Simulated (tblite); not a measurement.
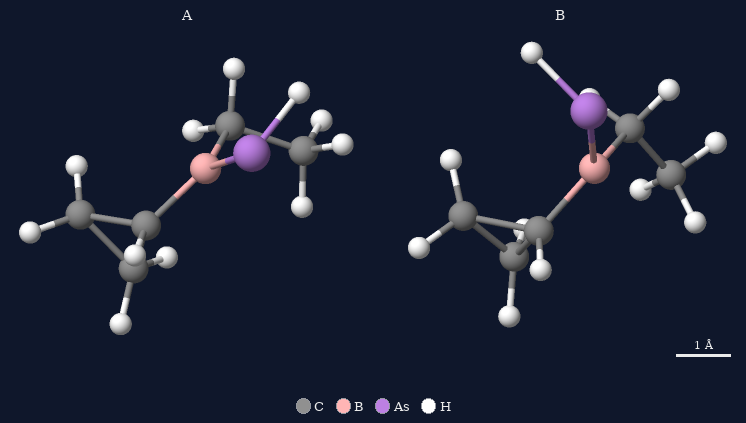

Two geometries of C5H11AsB (multiplicity 2), drawn at one scale. One is the start of a relaxation, the other its converged end. A ball-and-stick model, seen from a free direction.

These are results of GFN2-xTB geometry optimisation, gas phase (tblite), not measurements. 

Question: Which of the two is the end point?

Answer: Structure A is the relaxed one. An H atom moves most after the best rigid fit: 2.76 Å. Largest moves by element: H 2.76 Å, As 1.04 Å, C 0.59 Å, B 0.30 Å. Some distances before and after: As–B 2.062 → 1.984 Å, C–H 1.127 → 1.080 Å, C–C 1.521 → 1.482 Å, C–C 1.505 → 1.535 Å. Bond angles that change, for instance: B–As–H 107.4° → 95.5°, C–B–As 114.9° → 121.4°, C–C–H 124.1° → 117.7°. Groups turn about As–B by about 80°, B–C by about 65°, C–C by about 30°. The energy falls by 1.091 eV in 193 geometry steps. The run took 1.1 s on 1 thread of Arm Neoverse V2, on a shared host.
